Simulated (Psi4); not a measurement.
**[PO3]− (metaphosphate (po31-) (8ci,9ci)): SCAN/aug-cc-pVQZ (density fitting, sweep point 3)**

Aim: the vertical ionisation energy of [PO3]− (metaphosphate (po31-) (8ci,9ci)) at SCAN/aug-cc-pVQZ (density fitting, sweep point 3), from 2 runs. 

Program for the calculation: Psi4 1.11.

### Step 1. The system as given

[PO3]−: 4 atoms, total charge -1, spin state singlet. SMILES: `O=P(=O)[O-]`. The coordinates come from a GFN2-xTB relaxation.

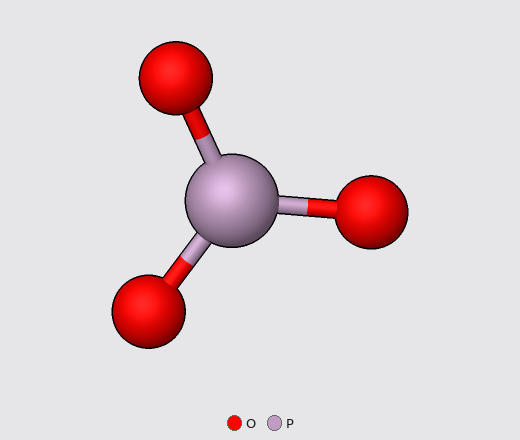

Viewed from a chosen angle; oxygen red, phosphorus pink.

### Step 2. A single-point energy at SCAN/aug-cc-pVQZ (density fitting, sweep point 3)

File input.dat:

```
memory 1.6 GB

molecule m {
  -1 1
  O      0.579960    -0.419440    -1.297400
  P      0.000330     0.000460    -0.000130
  O     -1.057020     1.037780     0.038020
  O      0.476740    -0.618790     1.259510
  units angstrom
  symmetry c1
}

set {
  basis aug-cc-pVQZ
  puream true
  scf_type df
  dft_radial_points 99
  dft_spherical_points 590
}

result, w = energy('scan', return_wfn=True)
print_variables()
```

Command:

```console
$ psi4 -i input.dat -o output.dat -n 1
```

output.dat (excerpt; [...] marks lines left out):

```text
[...]
  Running in c1 symmetry.
[...]
  Nuclear repulsion =  168.141609722148331
[...]
  Multiplicity = 1
[...]
  Nalpha       = 20
  Nbeta        = 20
[...]
    Number of basis functions: 324
[...]
   @DF-RKS iter   1:  -566.74587075340048    4.09103e-02   3.80163e-03 DIIS/ADIIS
[...]
   @DF-RKS iter   9:  -567.27251793124185   -1.11246e-08   1.34957e-07 DIIS
[...]
    Orbital Energies [Eh]
    ---------------------
    Doubly Occupied:
       1A    -76.686181     2A    -18.723983     3A    -18.723970
       4A    -18.723918     5A     -6.344504     6A     -4.497017
       7A     -4.487621     8A     -4.487613     9A     -0.799028
      10A     -0.723883    11A     -0.723710    12A     -0.267003
      13A     -0.188110    14A     -0.183176    15A     -0.183150
      16A     -0.103129    17A     -0.103079    18A     -0.089471
      19A     -0.089342    20A     -0.039043
[...]
  @DF-RKS Final Energy:  -567.27251793124185
   => Energetics <=
    Nuclear Repulsion Energy =            168.1416097221483312
    One-Electron Energy =               -1126.8731908417023533
    Two-Electron Energy =                 440.8404192747350407
    DFT Exchange-Correlation Energy =     -49.3813560864228975
    Empirical Dispersion Energy =           0.0000000000000000
    VV10 Nonlocal Energy =                  0.0000000000000000
    Total Energy =                       -567.2725179312418504
[...]
 Multipole Moments:
 ------------------------------------------------------------------------------------
     Multipole            Electronic (a.u.)      Nuclear  (a.u.)        Total (a.u.)
 ------------------------------------------------------------------------------------
 L = 1.  Multiply by 2.5417464519 to convert [e a0] to [Debye]
 Dipole X            :          0.0008432           -0.0002466            0.0005966
 Dipole Y            :          0.0016812           -0.0003445            0.0013367
 Dipole Z            :         -0.0014862            0.0000979           -0.0013883
 Magnitude           :                                                    0.0020174
[...]
```

Wall time 56 s (1 thread of Intel Xeon 6975P-C (Granite Rapids), shared host); peak memory 1.4 GiB.

### Step 3. Doublet neutral PO3 at the same level

File calc.in:

```
memory 1600 mb

molecule {
  0 2
  O      0.579960    -0.419440    -1.297400
  P      0.000330     0.000460    -0.000130
  O     -1.057020     1.037780     0.038020
  O      0.476740    -0.618790     1.259510
  symmetry c1
}

set {
  basis                aug-cc-pVQZ
  reference            uks
  puream               true
  scf_type             df
  dft_radial_points    99
  dft_spherical_points 590
  maxiter              150
}

e, wfn = energy('scan', return_wfn=True)
print_variables()
```

Command:

```console
$ psi4 calc.in calc.out -n 1
```

calc.out (excerpt; [...] marks lines left out):

```text
[...]
  Running in c1 symmetry.
[...]
  Nuclear repulsion =  168.141609722148331
[...]
  Multiplicity = 2
[...]
  Nalpha       = 20
  Nbeta        = 19
[...]
    Number of basis functions: 324
[...]
   @DF-UKS iter   1:  -566.82951031034224   -4.27293e-02   2.80336e-03 DIIS/ADIIS
[...]
   @DF-UKS iter  10:  -567.10777580054787   -5.26234e-08   2.37977e-07 DIIS
[...]
   @S^2 Observed:                7.597243630E-01
[...]
    Orbital Energies [Eh]
    ---------------------
    Alpha Occupied:
       1A    -76.967541     2A    -19.037627     3A    -19.037442
       4A    -19.037420     5A     -6.625805     6A     -4.777735
       7A     -4.769004     8A     -4.768993     9A     -1.096259
      10A     -1.025170    11A     -1.025146    12A     -0.547261
      13A     -0.471033    14A     -0.471017    15A     -0.460534
      16A     -0.403790    17A     -0.403737    18A     -0.370861
      19A     -0.370851    20A     -0.356470
    Alpha Virtual:
      21A     -0.102579    22A     -0.078328    23A      0.037657
      24A      0.038435    25A      0.038442    26A      0.040599
[...]
  @DF-UKS Final Energy:  -567.10777580054787
   => Energetics <=
    Nuclear Repulsion Energy =            168.1416097221483312
    One-Electron Energy =               -1115.6726356932181261
    Two-Electron Energy =                 429.4435217304325079
    DFT Exchange-Correlation Energy =     -49.0202715599106256
    Empirical Dispersion Energy =           0.0000000000000000
    VV10 Nonlocal Energy =                  0.0000000000000000
    Total Energy =                       -567.1077758005478699
[...]
 Multipole Moments:
 ------------------------------------------------------------------------------------
     Multipole            Electronic (a.u.)      Nuclear  (a.u.)        Total (a.u.)
 ------------------------------------------------------------------------------------
 L = 1.  Multiply by 2.5417464519 to convert [e a0] to [Debye]
 Dipole X            :          0.0012343           -0.0002466            0.0009876
 Dipole Y            :          0.0011950           -0.0003445            0.0008504
 Dipole Z            :          0.0003591            0.0000979            0.0004570
 Magnitude           :                                                    0.0013811
[...]
```

Run time: 1.9 min. Hardware: 1 thread of Intel Xeon 6975P-C (Granite Rapids), shared host; peak memory 1.4 GiB.

### Step 4. Outcome

At SCAN/aug-cc-pVQZ (density fitting, sweep point 3):

| quantity | value |
| --- | --- |
| singlet [PO3]−: total energy | -567.27252 Eh |
| singlet [PO3]−: HOMO energy | -1.06 eV |
| singlet [PO3]−: LUMO energy | 3.36 eV |
| singlet [PO3]−: HOMO–LUMO gap (to an unbound level, set by the basis) | 4.43 eV |
| doublet neutral PO3: total energy | -567.10778 Eh |
| doublet neutral PO3: dipole moment | 0.00 D |
| doublet neutral PO3: HOMO energy (highest over α and β) | -9.70 eV |
| doublet neutral PO3: LUMO energy (lowest over α and β) | -7.89 eV |
| doublet neutral PO3: ⟨S²⟩ | 0.760 |
| vertical detachment energy (to the doublet neutral) | 4.483 eV |

The vertical ionisation energy comes to 4.48 eV (103 kcal/mol). The negative HOMO energy of the first species, 1.06 eV, lies 3.42 eV below that difference.
